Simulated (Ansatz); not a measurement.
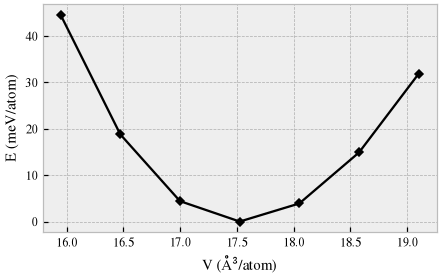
SrO (rock salt, space group No. 225) under volume change, PBE (plane waves, PAW; program Ansatz), scaled uniformly.

Problem. What does a third-order Birch–Murnaghan fit give for V₀, B₀ and B′?

Solution. V₀ = 17.53 Å³/atom, B₀ = 84.6 GPa, B′ = 4.5.

Space group Fm-3m (rock salt). The cell was relaxed with PBE under the symmetry of its start.

Potentials: the earlier of the program's two PAW sets.
